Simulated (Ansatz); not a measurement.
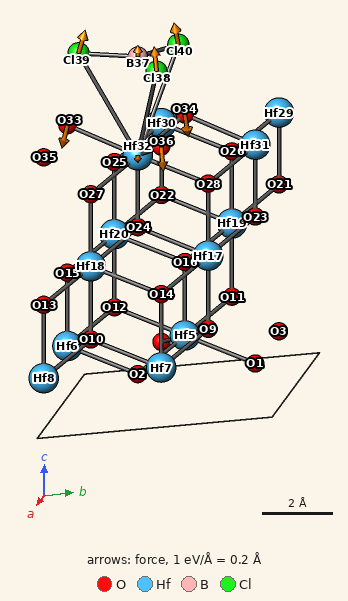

Starting geometry of a slab of composition Hf12BCl3O24 (cut from the Fm-3m phase) with the computed forces as orange arrows. The picture is a ball-and-stick view of the cell of the calculation, outlined in the plane, without the vacuum (origin shifted), seen slightly off an axis.

Case: 1 BCl3 a cell, flat, over a top Hf site. The slab is the (1 1 1) face of HfO2 with BCl3 on it. 16 atoms are held fixed.

These are results of DFT PBE+D3(BJ), scalar-relativistic, plane waves, PAW (Ansatz), not measurements. Set-up: plane-wave cutoff 420 eV; k-point mesh 3 × 3 × 1; occupations gaussian; smearing width 0.05 eV; no spin polarisation; dipole correction; atoms relaxed in a fixed cell; force threshold 0.04 eV/Å; at most 100 steps.

Is this structure relaxed? If not, where do the atoms go?

It isn't relaxed: the largest force vector, on Cl atoms, is 3.75 eV/Å. The final displacements follow the starting forces only in part (cosine between the two patterns 0.65). The energy falls by 4.106 eV per cell of the calculation in 14 accepted moves (16 points after the start). The largest force component goes from 3.6 to 0.025 eV/Å. The line search rejected the trial step at point 13 of the run. 1 step only repeated the SCF at the same geometry. The forces were under the threshold at step 11, but the run went on from there. The atom that moves furthest is a Cl atom (1.42 Å at 25° to the normal (+c side)). By element the largest moves are Cl 1.42 Å, B 1.30 Å, Hf 0.01 Å, O 0.01 Å. The cell stays as it was. Some distances before and after: Cl–O 2.184 → 3.535 Å, Cl–O 2.184 → 3.510 Å, Cl–Hf 3.435 → 4.649 Å, Cl–Hf 3.435 → 4.610 Å.

Limits of the set-up: the periodic images lie only 7.2 Å apart, so the values are limited by the cell's size.
